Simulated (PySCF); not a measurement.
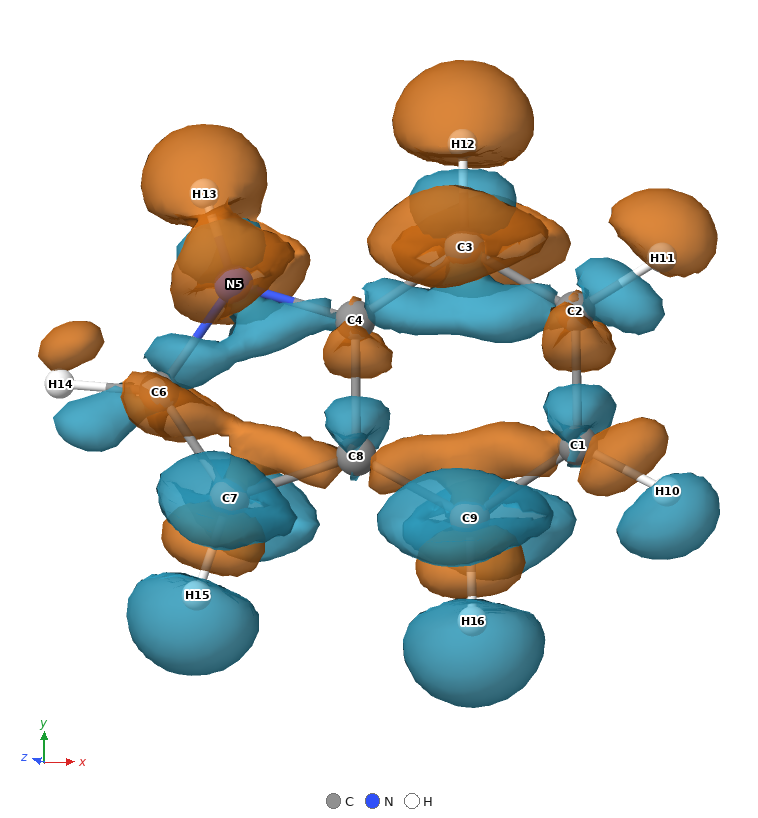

Figure. C$_{8}$H$_{7}$N, SMILES `c1ccc2[nH]ccc2c1`. Change of the electron density in a uniform field of 0.41 V/Å, surfaces at ±0.004 e/Å³ (light blue: gain, orange: loss).

Level of theory: M06-2X/cc-pVDZ (PySCF), at a geometry from GFN2-xTB. No frequency check shows the geometry to be a minimum. A basis without diffuse functions makes polarisabilities too small.

Question: Along which Cartesian direction does the field point?

Answer: Along +y: electrons gather on the −y side, against the field.

Question: What dipole is induced, and what polarisability does it imply?

Answer: The induced dipole is 1.92 D (along the field); α along this axis, from the fields in both directions, is 95 bohr³ (14.0 Å³).

Question: Which atoms gain and lose the most charge?

Answer: Electrons gather most on H16 (Hirshfeld charge changes by −0.020 e) and leave H12 most (+0.020 e); 0.157 electrons are displaced in all.

Cost of the run: 95 s on 1 thread of Intel(R) Xeon(R) Platinum 8488C (Sapphire Rapids), with other jobs on the host, peak memory 0.92 GiB.
